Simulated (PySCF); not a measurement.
# SiCl2 (SMILES Cl[Si]Cl) at SVWN5/STO-3G

What is the energy change on altering one bond length of SiCl2 at SVWN5/STO-3G? 

Program for the calculation: PySCF 2.14.0.

8 further runs of the same task are left out: 1 that didn't finish, 7 set aside as unsound or not needed.

### Step 1. The molecule

SiCl2: 3 atoms, total charge 0, spin state singlet. SMILES: `Cl[Si]Cl`. The coordinates come from a GFN2-xTB relaxation.

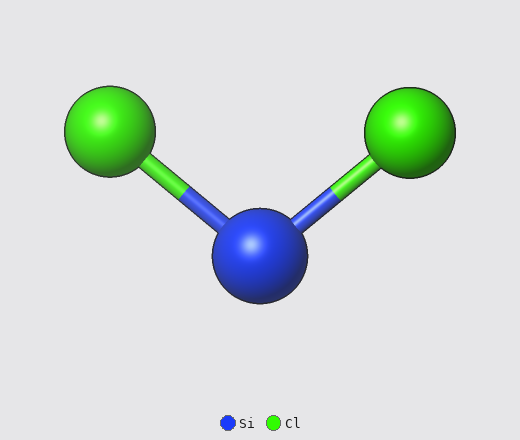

The structure, seen from a chosen angle (silicon blue, chlorine green).

### Step 2. A single-point energy at SVWN5/STO-3G

Input file start.xyz:

```xyz
3

Si     0.005140    -0.006950    -0.869340
Cl     1.581630    -0.018940     0.444080
Cl    -1.586770     0.025890     0.425270
```

Input file run.py:

```python
from pyscf import gto, dft

system = gto.Mole()
system.atom = 'start.xyz'
system.basis = 'sto-3g'
system.verbose = 3
system.spin = 0
system.max_memory = 1860
system.build()

mf = dft.RKS(system, xc='svwn')
mf.grids.level = 5
mf.conv_tol = 1e-10
mf.kernel()
if not mf.converged:
    mf = mf.newton().run(mf.mo_coeff, mf.mo_occ)

energy = mf.e_tot
print('E(%s) = %.9f' % ('SVWN5', energy))
```

Launch:

```console
OMP_NUM_THREADS=1 python run.py
```

Standard output:

```text
converged SCF energy = -1192.34981643097
E(SVWN5) = -1192.349816431
```

Run time: 2.9 s. Hardware: 1 thread of Arm Neoverse N1, shared host; peak memory 0.14 GiB.

### Step 3. The distorted shape at the same level

Input file run.py:

```python
from pyscf import gto, dft

mol = gto.M(
    atom='''
Si    -1.479797    -0.001805    -2.883769
Cl     2.988848    -0.035791     0.839190
Cl    -4.488071     0.060254    -0.437311
''',
    charge=0,
    max_memory=1860,
    verbose=3,
    unit='bohr',
    basis='sto-3g',
)

ks = dft.RKS(mol)
ks.xc = 'svwn'
ks.grids.level = 5
ks.conv_tol = 1e-10
ks.kernel()
if not ks.converged:
    ks = ks.newton().run(ks.mo_coeff, ks.mo_occ)

e_tot = ks.e_tot
print(f'total energy: {e_tot:.8f} hartree')
```

Launch:

```console
OMP_NUM_THREADS=1 python run.py
```

Standard output:

```text
converged SCF energy = -1192.24824476177
total energy: -1192.24824476 hartree
```

It took 4.5 s on 1 thread of Arm Neoverse N1, shared host; peak memory 0.14 GiB.

### Step 4. Outcome

At SVWN5/STO-3G:

```
                                                           quantity           value
                                          first shape: total energy  -1192.34982 Eh
                                         first shape: dipole moment          2.15 D
                                           first shape: HOMO energy        -4.34 eV
                                           first shape: LUMO energy        -0.97 eV
                                         first shape: HOMO–LUMO gap         3.37 eV
                                      distorted shape: total energy  -1192.24824 Eh
                                     distorted shape: dipole moment          5.63 D
                                       distorted shape: HOMO energy        -2.82 eV
                                       distorted shape: LUMO energy        -2.18 eV
                                     distorted shape: HOMO–LUMO gap         0.65 eV
energy change with the Si1–Cl2 bond stretched from 2.052 to 3.078 Å        2.764 eV
```

With the Si1–Cl2 bond stretched from 2.052 to 3.078 Å the energy rises by 2.76 eV (267 kJ/mol). The first shape isn't relaxed at this level, so the change isn't measured from a minimum. A restricted reference can't describe the breaking bond well at this length. The minimal basis adds a large error of its own.
